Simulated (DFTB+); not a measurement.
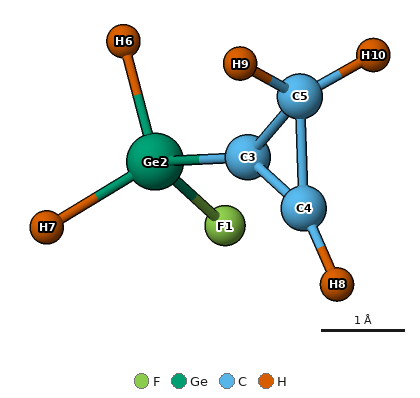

Figure 1. The structure as given in the input (ball-and-stick view, seen at a tilt; atoms are numbered from 1 in the order of the input). Sticks mark near contacts.

Energy and gradient calculation, with input and output: C3H5FGe

System: C3H5FGe, SMILES [F][GeH2][C]1=CC1.
Method: GFN1-xTB, R-SCC, dispersion built in (DFTB+ 25.1).

The geometry: force field.

Input (dftb_in.hsd):
```
Geometry = xyzFormat {
  <<< "geo.xyz"
}
Hamiltonian = xTB {
  Method = "GFN1-xTB"
  MaxSCCIterations = 100
  Mixer = Broyden {}
}
Analysis = {
  PrintForces = Yes
}
Options = {
  WriteResultsTag = Yes
}
InputVersion = 25.1
```

File geo.xyz:
```
10

F     -1.530700     1.486400     1.808600
Ge     0.043500     1.026800     1.364300
C     -0.064500    -0.172900    -0.140700
C     -0.409200    -1.405800    -0.730000
C      0.304600    -0.514800    -1.461700
H      0.887400     2.289000     0.977000
H      0.732200     0.314500     2.575100
H     -0.988200    -2.335400    -0.669600
H      1.361300    -0.808200    -1.533000
H     -0.253300     0.069300    -2.187000
```

Machine: 1 thread of Intel Xeon @ 2.90GHz (Ice Lake), 32 GiB of memory available, shared host.

Launch command:
```bash
dftb+ > output.log
```

Output:
```
|  DFTB+ development version (commit: a23bfb2)

Reading input file 'dftb_in.hsd'
Parser version: 14

--------------------------------------------------------------------------------

Processed input in HSD format written to 'dftb_pin.hsd'

Starting initialization...
--------------------------------------------------------------------------------
OpenMP threads:              1
Chosen random seed:          1865717376
Current stacksize:           unlimited
Mode:                        Static calculation
Self consistent charges:     Yes
SCC-tolerance:                 0.100000E-04
Max. scc iterations:                    100
Shell resolved Hubbard:      Yes
Spin polarisation:           No
Nr. of up electrons:            14.000000
Nr. of down electrons:          14.000000
Periodic boundaries:         No
Electronic solver:           Relatively robust
Mixer:                       Broyden mixer
Mixing parameter:                  0.200000
Nr. of chrg. vec. in memory:            100
Max. SCC-cycles:                        100
tblite library version:      0.3.0
-> parametrization:          GFN1-xTB
-> repulsion:                Yes
-> dispersion:               Yes
-> halogen bonding:          Yes
-> electrostatics:           Yes
   -> isotropic:             Yes
   -> anisotropic:           No
   -> third-order:           Yes
Electronic temperature:              0.950045E-03 H      0.258520E-01 eV
Initial charges:             Set automatically (system chrg:   0.000E+00)
Included shells:             F:  s, p
                            Ge:  s, p, d
                             C:  s, p
                             H:  s, s2
Extra options:
                             Mulliken analysis
                             Force calculation
Force type                   original

--------------------------------------------------------------------------------

***  Geometry step: 0

 iSCC Total electronic   Diff electronic      SCC error
    1   -0.15559563E+02    0.00000000E+00    0.11130976E+01
    2   -0.15846121E+02   -0.15559563E+02    0.81766096E+00
    3   -0.15810307E+02   -0.28655731E+00    0.53274792E+00
    4   -0.15831953E+02    0.35813446E-01    0.29928034E+00
    5   -0.15869013E+02   -0.21645829E-01    0.14871690E+00
    6   -0.15881868E+02   -0.37059639E-01    0.36211813E-01
    7   -0.15882310E+02   -0.12854744E-01    0.21896000E-01
    8   -0.15882401E+02   -0.44272135E-03    0.11925640E-01
    9   -0.15882456E+02   -0.90470568E-04    0.46285525E-02
   10   -0.15882460E+02   -0.55179365E-04    0.22021181E-02
   11   -0.15882462E+02   -0.44212440E-05    0.42171997E-03
   12   -0.15882462E+02   -0.15350385E-05    0.70432275E-04
   13   -0.15882462E+02   -0.47735050E-07    0.41288023E-04
   14   -0.15882462E+02   -0.67754335E-09    0.11303567E-04
   15   -0.15882462E+02   -0.81483265E-09    0.60493495E-05

Total Energy:                      -15.7185863981 H         -427.7245 eV
Extrapolated to 0K:                -15.7185863981 H         -427.7245 eV
Total Mermin free energy:          -15.7185863981 H         -427.7245 eV
Force related energy:              -15.7185863981 H         -427.7245 eV

--------------------------------------------------------------------------------
--------------------------------------------------------------------------------
SCC                                    +       0.01 ( 65.2%)       0.01 ( 68.4%)
--------------------------------------------------------------------------------
Missing                                +       0.01 ( 34.8%)       0.01 ( 31.6%)
Total                                  =       0.02 (100.0%)       0.02 (100.0%)
--------------------------------------------------------------------------------
```

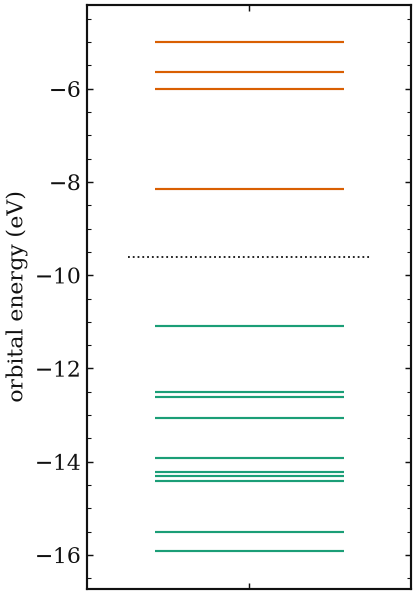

Figure 2. Orbital energies near the frontier; the dotted line parts filled from empty levels, and levels within 0.02 eV of each other stand side by side. Highest filled −11.09 eV, lowest empty −8.15 eV, 2.94 eV apart.

Results in brief:

- outcome: converged
- Mermin free energy: −15.718586 hartree
- basis functions: 35
- largest force: 7.559 eV/Å
- HOMO: −11.09 eV
- LUMO: −8.15 eV
- dipole moment: 2.08 D
- peak memory: 0.069 GiB

Notes:

Settings chosen away from the usual ones: mixer.
